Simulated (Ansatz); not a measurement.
Cost and result by functional for the adsorption energy of Br on the 1x1 (10-10) surface of wurtzite ZnO (cut with top plane O + Zn), one in a 2x1 cell, started at the site 'over O at depth 0.9 Å', in Ansatz (plane waves, PAW). Single points on the PBE structure, on one kind of machine; costs are rough ratios of the slab run's core time (references not counted) to the cheapest single point. r2SCAN's cost holds its higher cutoff (500 against 420 eV). Differences are taken against r2SCAN for comparison alone: no measured value is at hand, so the table doesn't rank accuracy. The points keep PBE's geometry, so the relaxation of a polaron and the settling of charge on one site are left out.

Host crystal: wurtzite ZnO, with a band gap (PBE, scalar-relativistic without spin-orbit coupling).

Model: 33-atom slab, 9.4 Å thick at the start under the adsorbate (thin: gaps and levels are the slab's own), 3x4x1 mesh, Fermi-Dirac 0.01 eV, dipole correction, 16 atoms held, the rest relaxed; held to the start's symmetry, so lower structures may exist; spin-polarised, ending with about 0.7 μB a cell, a value that depends on the mesh; orders that need a larger cell were not tried, no spin-orbit, no U, no dispersion correction. The slab shows no gap over 0.04 eV on its mesh. At the end it is bonded to 2 Zn. In PBE it is, or lies within 0.03 eV of, the lowest of the starts that converged. These notes are the PBE run's. r2SCAN: The program's check for a lower electronic state was not made. Adsorption energies are against ½ Br2(g). A negative adsorption energy means that the adsorbate is more stable on the surface than in its reference.

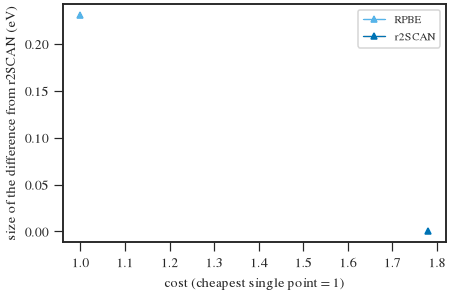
Figure: Difference from r2SCAN against cost

| functional | relative cost | adsorption energy (eV) | less r2SCAN (eV) |
|---|---|---|---|
| RPBE | 1 | -0.06 | 0.23 |
| r2SCAN | 2 | -0.29 | 0.00 |
| PBE (the relaxed run's value) | – | -0.17 | 0.12 |

The values span 0.23 eV, while the single points' costs differ by a factor of roughly 2. Differences are of unrounded values.

Ansatz is an electronic-structure program.
